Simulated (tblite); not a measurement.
# Molecular dynamics, with input and output: C₅H₆F₂ (part 2 of 2)

C₅H₆F₂, SMILES C=CC(=C)C(F)F; GFN2-xTB Langevin dynamics, gas phase (tblite 0.8.0). It belongs to a series of runs on one base structure; here: H on C replaced by CHF2.

Geometry of the input (Å):
```
C  1.8154  0.8301  0.0743
C  1.1360  -0.2252  0.5083
C  -0.3035  -0.4188  0.4127
C  -0.9146  -1.4830  0.9301
C  -1.0969  0.6489  -0.3032
F  -2.3995  0.3090  -0.4445
F  -1.0927  1.8189  0.3909
H  1.3477  1.6758  -0.3993
H  2.8830  0.8896  0.1968
H  1.6598  -1.0378  0.9937
H  -0.3566  -2.2508  1.4373
H  -1.9796  -1.6182  0.8603
H  -0.7027  0.8619  -1.3109
```

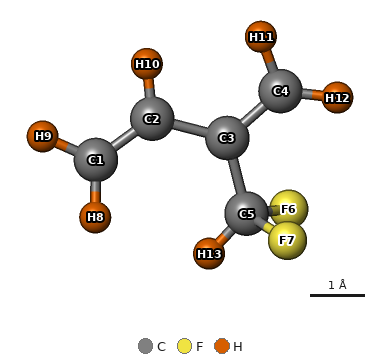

Figure 1. The geometry at step 31 of the log (ball-and-stick view, seen at a tilt; atoms are numbered from 1 in the order of the input).

Trajectory as extended XYZ, continued:
```
13
Properties=species:S:1:pos:R:3:forces:R:3 step=21 time_fs=525.0 energy=-630.16366 temperature=446.1
C     1.4262   -0.0747    0.6567   -1.6516   0.3815  -1.1705
C     0.5129   -0.7768    1.3109   -0.3644   0.0186  -0.1828
C    -0.9335   -0.6310    1.1481    0.2500   0.1660   0.4038
C    -1.8302   -0.9479    2.0861    0.2985   0.8422  -1.8484
C    -1.4617    0.1381   -0.0153   -0.0433   1.1823  -0.3890
F    -2.7633   -0.0843   -0.2824   -0.0696  -0.4671  -0.1267
F    -1.4706    1.5038    0.2897    0.4272  -0.6391  -0.1875
H     1.1863    0.6002   -0.1714   -0.0876  -0.1452   0.5508
H     2.4356   -0.1872    0.8111    1.8707  -0.2856   0.4791
H     0.8188   -1.4896    2.0599   -0.0253   0.0301   0.1869
H    -1.5057   -1.3292    2.9840    0.0537  -0.8834   1.6101
H    -2.8222   -0.6695    1.8133   -0.6216  -0.2911   0.6970
H    -0.8903    0.0054   -0.9452   -0.0367   0.0906  -0.0228
13
Properties=species:S:1:pos:R:3:forces:R:3 step=22 time_fs=550.0 energy=-629.96211 temperature=241.9
C     1.3595   -0.0871    0.5456    0.5488  -0.0453   1.2331
C     0.4384   -0.8496    1.1945    0.4256   2.3648  -1.3359
C    -0.9962   -0.5080    1.1385    0.7694  -1.6296   1.0771
C    -1.8074   -0.7974    2.1639    1.3203  -0.3322  -0.0603
C    -1.5060    0.2055   -0.0231    0.1681   1.3407  -1.7766
F    -2.7733   -0.1805   -0.3641    0.5577   0.4863   0.2025
F    -1.5358    1.5644    0.3390   -0.3399  -0.8091  -0.7512
H     1.1556    0.8411   -0.0586    0.1898  -1.4791   0.6533
H     2.4389   -0.2629    0.8626   -1.4459   0.3127  -0.9251
H     0.7944   -1.5462    1.9136   -0.1376  -0.5584   0.2237
H    -1.3106   -1.3357    2.9788   -0.8835   0.3337  -0.1082
H    -2.8215   -0.4727    2.1581   -0.3045  -0.1449   0.3069
H    -0.8595    0.1247   -0.9846   -0.8684   0.1603   1.2606
13
Properties=species:S:1:pos:R:3:forces:R:3 step=23 time_fs=575.0 energy=-630.13820 temperature=334.3
C     1.3509   -0.1904    0.4585   -0.6850  -1.5511   0.9169
C     0.4249   -0.9169    1.1314    0.0971   0.9059  -0.9813
C    -1.0199   -0.5362    1.1959    1.6691   0.9997  -2.0298
C    -1.8098   -0.7159    2.2205   -1.0949  -0.3061   1.0067
C    -1.5287    0.2586   -0.0539    0.2680  -0.5486  -0.1210
F    -2.7758   -0.1614   -0.3985    0.1114  -0.4547  -0.0689
F    -1.7248    1.5663    0.1776    0.3224   0.6108   0.4889
H     1.1850    0.7638   -0.0021   -0.0573  -0.0629  -0.0498
H     2.3314   -0.6530    0.3969   -0.0402   0.5751  -0.0063
H     0.7700   -1.8331    1.6125   -0.4712   0.2771  -0.0625
H    -1.4436   -1.3135    3.0548   -0.3752   0.3855  -0.1021
H    -2.8346   -0.3070    2.2314    0.7331  -0.4992   0.1044
H    -0.8738    0.2127   -0.9823   -0.4772  -0.3315   0.9047
13
Properties=species:S:1:pos:R:3:forces:R:3 step=24 time_fs=600.0 energy=-630.11321 temperature=322.1
C     1.2744   -0.3819    0.4213   -0.5090  -0.0897  -0.3504
C     0.2773   -0.9571    1.0588   -0.1146  -0.6879   1.2101
C    -1.0854   -0.4351    1.1733    0.3299  -0.4167   0.1551
C    -1.8104   -0.6812    2.2765   -0.8505   0.6220  -2.0719
C    -1.6264    0.2758   -0.0643   -0.0369  -1.2178  -0.0289
F    -2.8222   -0.2951   -0.4476    0.3675   0.1923   0.1152
F    -1.8610    1.5699    0.0693   -0.3589   1.0892   0.5551
H     1.0055    0.4326   -0.1914    0.2461   1.0213  -0.4805
H     2.2780   -0.7059    0.3665    0.5211  -0.4079   0.1374
H     0.4076   -1.8432    1.6888    0.2648   0.3224  -0.1871
H    -1.5184   -1.2276    3.1320    0.3558  -0.1897   0.3284
H    -2.8455   -0.3978    2.1502   -0.1127   0.1425   0.7077
H    -0.9262    0.2032   -0.9110   -0.1027  -0.3797  -0.0902
13
Properties=species:S:1:pos:R:3:forces:R:3 step=25 time_fs=625.0 energy=-630.02027 temperature=238.0
C     1.2503   -0.4991    0.4350    0.7469   0.9561  -0.9033
C     0.1926   -0.8844    1.1057   -1.2352  -1.8730   0.8555
C    -1.2100   -0.3835    1.0912    1.4077  -0.6926   1.6807
C    -1.9071   -0.5650    2.2230    0.7833   0.2451  -0.1008
C    -1.7221    0.2313   -0.1292   -0.2802   1.5725  -0.4593
F    -2.8700   -0.3873   -0.5160    0.2905   0.6509  -0.0852
F    -1.9833    1.6250    0.0670   -0.0931  -1.5662  -0.3509
H     1.1414    0.3956   -0.2014    0.3899  -0.5644   0.2474
H     2.2599   -0.9514    0.4790   -1.0417   0.3632   0.1398
H     0.2097   -1.7751    1.7756    0.4881   0.6921  -0.4482
H    -1.4639   -1.0944    3.0679   -0.1841   0.2539  -0.3725
H    -2.8087   -0.0435    2.4129   -0.8068  -0.0621  -0.0849
H    -0.9620    0.1882   -0.9308   -0.4653   0.0245  -0.1182
13
Properties=species:S:1:pos:R:3:forces:R:3 step=26 time_fs=650.0 energy=-630.06958 temperature=237.8
C     1.1650   -0.5554    0.3891    0.2881   0.4011  -0.2654
C     0.1606   -0.9225    1.1551   -1.3701   1.3046  -0.1808
C    -1.1821   -0.3286    1.1009   -1.4175  -0.6755   1.6017
C    -2.0628   -0.3257    2.1583    0.9664   0.1943  -1.8756
C    -1.7105    0.2311   -0.1796   -1.8521   0.8883   0.4468
F    -2.9415   -0.3202   -0.5237    1.1390  -0.7642  -0.3118
F    -2.1858    1.5076    0.0436    0.9131   0.3965   0.0088
H     1.1848    0.2207   -0.3630   -0.2681  -0.2097   0.0885
H     2.0840   -1.0174    0.6076    1.0729  -0.3511  -0.1714
H     0.3229   -1.6113    1.9394    0.0155  -0.6138   0.5655
H    -1.7329   -0.6225    3.1283   -0.0854  -0.2152   0.2389
H    -3.0937    0.0251    2.0183    0.7597  -0.0967   0.1892
H    -1.0060    0.2798   -1.0054   -0.1615  -0.2586  -0.3343
13
Properties=species:S:1:pos:R:3:forces:R:3 step=27 time_fs=675.0 energy=-630.21495 temperature=227.4
C     1.0639   -0.5980    0.3051    1.2248  -0.2747  -0.3075
C     0.1505   -0.8392    1.2115   -1.7937   0.3959   0.1952
C    -1.2344   -0.3228    1.0969   -0.1486   0.5500   0.3412
C    -2.0667   -0.1110    2.1256    0.0501  -0.7142  -0.5744
C    -1.8078    0.2535   -0.1956    0.6432  -0.4506  -0.3722
F    -2.9324   -0.4295   -0.5847    0.4966   0.1040   0.0904
F    -2.1968    1.5203   -0.0226   -0.4891   0.8256   0.3754
H     0.9003   -0.0194   -0.5743   -0.1372   0.1431  -0.3209
H     2.0701   -0.9819    0.4092   -0.0754   0.0801   0.0574
H     0.3605   -1.3649    2.1278   -0.0007  -0.1118   0.0019
H    -1.9256   -0.4987    3.1013    0.3781  -0.0468   0.5865
H    -3.0353    0.3109    1.9365   -0.1201   0.1544   0.0410
H    -1.1111    0.3387   -1.0438   -0.0281  -0.6551  -0.1139
13
Properties=species:S:1:pos:R:3:forces:R:3 step=29 time_fs=725.0 energy=-630.12348 temperature=400.4
C     0.9852   -0.6579    0.3116   -1.5839  -0.2258   1.4373
C     0.0009   -0.7488    1.2307    1.3242  -0.6876  -0.9087
C    -1.3014   -0.1522    1.0855   -0.7531   0.3945  -0.0631
C    -2.0976   -0.1544    2.1703   -0.8912   0.6242  -1.2498
C    -1.7453    0.3592   -0.3266    0.3753  -0.0964   0.8177
F    -2.8275   -0.2926   -0.7756   -0.4714  -0.7339   0.0718
F    -2.1297    1.6543   -0.3957    0.2019   0.4122   0.5991
H     0.8767   -0.0738   -0.5487   -0.0927   0.7232  -0.9065
H     1.8881   -1.1748    0.3646    1.1055  -0.6332   0.4122
H     0.1078   -1.3964    2.1197    0.1217   0.5603  -0.5765
H    -1.7532   -0.5698    3.1062   -0.2499   0.1980  -0.1722
H    -3.1163    0.2664    2.0648    0.7781  -0.3913   0.4527
H    -0.9674    0.2425   -1.0909    0.1355  -0.1442   0.0860
13
Properties=species:S:1:pos:R:3:forces:R:3 step=30 time_fs=750.0 energy=-630.05216 temperature=284.7
C     1.0170   -0.7496    0.3199    1.1968  -0.0303  -0.0426
C    -0.0171   -0.7889    1.1605    1.0896   0.2105  -0.7757
C    -1.2818   -0.1504    1.0543   -3.1869   0.5808   0.3511
C    -2.2325   -0.1753    2.0482    1.1584   0.5588  -2.5405
C    -1.7215    0.3762   -0.3014   -0.8598   0.2038  -0.6565
F    -2.8646   -0.2496   -0.7950    0.4802   0.0844   0.7862
F    -2.0218    1.7068   -0.4814    0.2194  -0.4064   0.8945
H     1.0602   -0.2283   -0.6257   -0.2862   0.0598   0.1170
H     2.0134   -1.1866    0.5695   -1.2041   0.1363  -0.0787
H     0.1244   -1.3466    2.0377    0.0592  -0.5425   1.1735
H    -1.9727   -0.6636    2.9286    0.0077  -0.4445   1.3501
H    -3.2114    0.2696    1.8952    0.4070  -0.1659   0.1763
H    -0.9822    0.1669   -1.0401    0.9186  -0.2448  -0.7548
13
Properties=species:S:1:pos:R:3:forces:R:3 step=31 time_fs=775.0 energy=-630.01547 temperature=274.9
C     1.0246   -0.7840    0.3660    1.0560  -0.2612  -0.3677
C    -0.0397   -0.7720    1.1392   -1.1811   0.7528  -1.0925
C    -1.3677   -0.1955    0.8930    0.6073   0.4267  -0.2987
C    -2.2917   -0.0806    1.8475    1.3414  -0.6356   1.7741
C    -1.7059    0.3323   -0.4635   -2.1159   1.0510   1.2688
F    -2.9097   -0.2761   -0.7813    0.3748   0.8907  -0.3034
F    -1.8917    1.7355   -0.3518   -0.2659  -1.3574  -0.2772
H     1.1368   -0.2934   -0.5858   -0.2844   0.0182  -0.0407
H     1.9231   -1.3260    0.6759   -0.3975   0.3304  -0.0043
H    -0.0156   -1.2332    2.0609    0.2648  -1.0123   1.7652
H    -1.9201   -0.4491    2.8399   -0.8071   0.3582  -0.7898
H    -3.2584    0.3847    1.8507    0.0998  -0.0988  -0.4703
H    -1.0870    0.2251   -1.2964    1.3077  -0.4628  -1.1634
13
Properties=species:S:1:pos:R:3:forces:R:3 step=32 time_fs=800.0 energy=-630.02495 temperature=266.4
C     0.9765   -0.8617    0.4256   -0.5375   0.0155  -0.1627
C    -0.0707   -0.8482    1.2488    0.3738   0.2668   0.2916
C    -1.3352   -0.2256    0.9151    1.2070  -0.5495  -2.2796
C    -2.2939    0.0370    1.7418   -2.5076   0.6645   1.4095
C    -1.6960    0.2987   -0.4801   -0.3298   0.7524  -0.8461
F    -2.9369   -0.1601   -0.8553    0.4607  -0.2921   0.1021
F    -1.9140    1.6387   -0.3294    0.0973   0.4137  -0.0005
H     0.8889   -0.5457   -0.6074    0.0336   0.0242   0.2455
H     1.9406   -1.1997    0.7201    0.3307  -0.2786   0.1827
H     0.0035   -1.1677    2.3033    0.0351   0.1343  -0.7246
H    -2.3539   -0.2187    2.7603    0.4767  -0.3882   0.9743
H    -3.2075    0.5490    1.4454    0.2839  -0.0774  -0.2166
H    -1.0885    0.2800   -1.4292    0.0759  -0.6856   1.0244
13
Properties=species:S:1:pos:R:3:forces:R:3 step=33 time_fs=825.0 energy=-630.05108 temperature=317.3
C     0.9693   -0.9566    0.4927   -1.0813   0.3673  -0.0350
C    -0.1378   -0.7626    1.2543    1.7096  -0.9749  -0.0940
C    -1.4059   -0.2104    0.9109   -1.7788   0.4546   2.0616
C    -2.3386    0.0328    1.8845    1.4709  -0.3855  -1.6097
C    -1.7600    0.2606   -0.4322    2.6631   0.3092  -2.6588
F    -2.8879   -0.1487   -0.9810   -1.1202  -0.9737  -0.0243
F    -1.8717    1.6017   -0.4748   -0.0038   1.1058   0.3764
H     1.0512   -0.6434   -0.5772   -0.0927  -0.3754   1.2333
H     1.8210   -1.4522    0.9445   -0.1255   0.2553  -0.2975
H    -0.1091   -1.1080    2.3066    0.1131   0.2388  -0.7028
H    -2.1858   -0.1865    2.9007    0.2701  -0.3036   0.8208
H    -3.2501    0.4958    1.6406   -0.8538   0.3501  -0.2789
H    -0.9074    0.0581   -1.2347   -1.1707  -0.0679   1.2090
13
Properties=species:S:1:pos:R:3:forces:R:3 step=34 time_fs=850.0 energy=-629.84295 temperature=195.1
C     0.8951   -0.9472    0.5415   -0.6669  -0.0224   0.7410
C    -0.1838   -0.7389    1.3180    0.4033   0.2494  -1.2631
C    -1.4986   -0.1475    0.9796   -0.7505  -0.5542   2.4819
C    -2.3398   -0.0426    2.0876    0.4309   0.5892  -2.0977
C    -1.7672    0.2828   -0.4585    2.1392  -0.9758  -0.9320
F    -2.8685   -0.2657   -1.0692    0.4882   0.6627   0.7233
F    -1.7796    1.6326   -0.5541   -0.6616  -0.0244  -0.0225
H     0.9974   -0.7566   -0.5022   -0.2781   0.2114  -0.3590
H     1.7841   -1.3759    0.9655    0.0502  -0.0515   0.1934
H    -0.0876   -0.9960    2.3555   -0.0305  -0.0684   0.2073
H    -1.9981   -0.3512    3.0987   -0.4052   0.2946  -1.1425
H    -3.3495    0.4337    2.0005    1.1175  -0.6429   0.1216
H    -0.8229   -0.0268   -1.1634   -1.8364   0.3323   1.3483
13
Properties=species:S:1:pos:R:3:forces:R:3 step=35 time_fs=875.0 energy=-630.18442 temperature=348.4
C     0.8217   -0.9503    0.5556    0.2249  -0.1061   0.6147
C    -0.2058   -0.7957    1.3788   -1.0743   0.8400  -0.9571
C    -1.5316   -0.1504    1.0453    2.3482  -0.7492  -0.4407
C    -2.4691   -0.0442    1.9602   -0.3510   0.0842   0.4091
C    -1.6842    0.2629   -0.4034    1.2454  -0.4428  -0.1586
F    -2.8027   -0.2493   -0.8950   -1.1391  -0.5542  -0.5799
F    -1.8011    1.5957   -0.5806    0.2203   0.3426   0.1137
H     0.9481   -0.6324   -0.4432   -0.4376   0.3674  -0.7419
H     1.7280   -1.4073    0.8817    0.3018  -0.3369   0.5149
H    -0.1278   -1.1354    2.3839   -0.0180  -0.2166   0.5008
H    -2.3134   -0.3869    2.9604    0.1787  -0.1484   0.2829
H    -3.4265    0.3846    1.7959   -0.4535   0.2751  -0.3409
H    -0.8215   -0.1251   -1.0671   -1.0458   0.6449   0.7828
13
Properties=species:S:1:pos:R:3:forces:R:3 step=37 time_fs=925.0 energy=-629.91889 temperature=311.1
C     0.8682   -0.8752    0.6914   -1.0867  -1.2148   0.7156
C    -0.3033   -1.0430    1.3342    0.5189   0.0738  -0.5189
C    -1.5291   -0.3264    0.9853    0.3688   0.0729   0.2274
C    -2.5245   -0.1850    1.8607   -1.4806   0.5368   0.6402
C    -1.7233    0.2473   -0.4482   -2.9871  -0.1371   3.9317
F    -3.0178   -0.2225   -0.7387    0.7244   0.8082  -0.6102
F    -1.7527    1.5921   -0.3941   -0.0110  -0.1826  -0.5663
H     1.0350   -0.2718   -0.1575   -0.2076   0.7179  -0.4961
H     1.6843   -1.5365    0.8833    0.3868  -0.0479   0.4731
H    -0.4074   -1.7278    2.1937    0.2357   0.4774  -0.5914
H    -2.5703   -0.6405    2.8871    0.3782   0.5915  -1.3211
H    -3.4381    0.4376    1.6001    1.2379  -0.9820   0.3066
H    -1.0981   -0.1660   -1.1324    1.9223  -0.7141  -2.1905
13
Properties=species:S:1:pos:R:3:forces:R:3 step=38 time_fs=950.0 energy=-630.08955 temperature=333.9
C     0.8789   -0.8889    0.7149   -0.6669  -0.2115  -0.0201
C    -0.3149   -1.1840    1.2367    0.1932   0.0346   0.5988
C    -1.5701   -0.4795    0.9604   -1.3756   0.6280   0.8343
C    -2.4799   -0.2617    1.9461    1.2887  -0.3845   0.7410
C    -1.8219    0.1731   -0.4212    0.0602  -1.2395   0.8228
F    -3.0451   -0.0942   -0.9535    0.0350  -0.5282   0.1834
F    -1.8258    1.5124   -0.3709    0.6733   0.3549   0.0692
H     0.9839   -0.2452   -0.1351   -0.0012   0.3318  -0.0744
H     1.8012   -1.2851    1.0879    0.0074  -0.3225   0.0631
H    -0.3882   -1.8855    2.0928    0.1107   0.5686  -0.5906
H    -2.3284   -0.5444    3.0382   -0.0212   0.0199  -1.7455
H    -3.3543    0.3366    1.8116   -0.2203   0.0985  -0.3394
H    -1.0519   -0.2758   -1.0660   -0.0834   0.6499  -0.5426
13
Properties=species:S:1:pos:R:3:forces:R:3 step=39 time_fs=975.0 energy=-629.96786 temperature=248.6
C     0.8241   -0.8983    0.6732    1.7606   1.0559  -0.2707
C    -0.3285   -1.1464    1.2401   -1.1777   0.1133  -0.0955
C    -1.6171   -0.4903    0.9009   -0.7391   0.1855   1.3334
C    -2.4891   -0.3154    1.9077    0.4145  -0.3805  -1.3499
C    -1.9082    0.1554   -0.4280    3.1489  -0.8512  -0.7171
F    -3.0529   -0.1580   -1.0292   -0.4340   0.1851   0.2436
F    -1.7901    1.5195   -0.2985   -0.3329  -0.5618  -0.3925
H     0.9012   -0.0557   -0.0151    0.0785  -0.4967  -0.1498
H     1.8097   -1.2866    1.0021   -1.0692   0.0433  -0.2482
H    -0.3918   -1.8280    2.0665   -0.1249  -0.3020   0.1023
H    -2.2717   -0.7352    2.8293    0.3794  -0.6014   1.5594
H    -3.4547    0.1068    1.8510   -0.5503   0.5560  -0.4492
H    -1.0307   -0.2500   -1.1116   -1.3539   1.0546   0.4342
13
Properties=species:S:1:pos:R:3:forces:R:3 step=40 time_fs=1000.0 energy=-629.94456 temperature=262.4
C     0.7901   -0.8717    0.6486    0.5563  -1.0764  -0.7538
C    -0.3895   -1.0926    1.2117    0.5367   0.3081   0.2469
C    -1.6552   -0.4806    0.9715    0.4816   0.1166  -2.0100
C    -2.6028   -0.3781    1.8685   -2.1161   0.9532   0.4644
C    -1.7945    0.1503   -0.4273    0.8702  -0.7182   0.5350
F    -2.9976   -0.1683   -0.9742    0.5071   0.1197  -0.1794
F    -1.7926    1.4789   -0.2067    0.0580   0.5542  -0.7215
H     1.0406   -0.3915   -0.2982   -0.2972   0.0652   0.5860
H     1.5538   -1.5242    1.0593    0.4008   0.5680  -0.2072
H    -0.3197   -1.6332    2.1178   -0.2938  -0.6568   0.8199
H    -2.5467   -0.8688    2.8168    0.1367   0.0237   0.2820
H    -3.5194    0.2517    1.7045    0.9980  -0.9211   0.0258
H    -0.8928   -0.1604   -1.1290   -1.8383   0.6637   0.9119
```

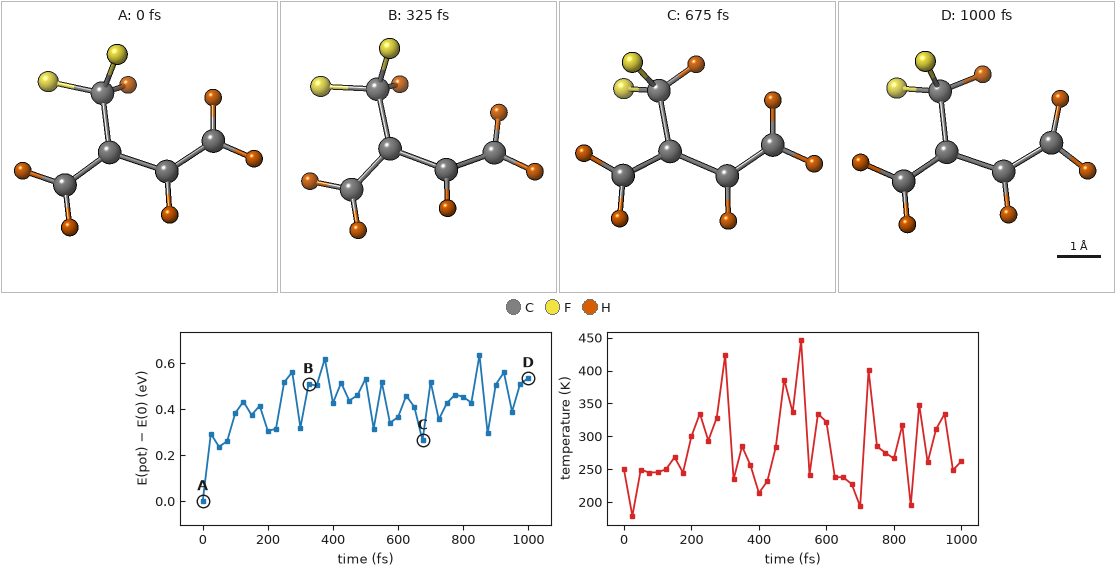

Figure 2. Frames of the molecular dynamics (ball-and-stick, seen at a tilt) above the curves, on which the letters mark them. The trajectory kept here has 41 frames over 1000 fs. The temperature starts at 250 K, ranges from 179 to 446 K and averages 290 K over the second half. The potential energy ends 0.535 eV above its first value. After an unweighted best fit of the last frame on the first, the root-mean-square displacement is 0.40 Å, and F7 has moved furthest (0.79 Å).

Summary:

| quantity | value |
| --- | --- |
| outcome | finished |
| mean temperature over the second half | 290 K |
| trajectory | 41 frames kept, 1000 fs |
| wall time | 8.9 s |
| peak memory | 0.18 GiB |
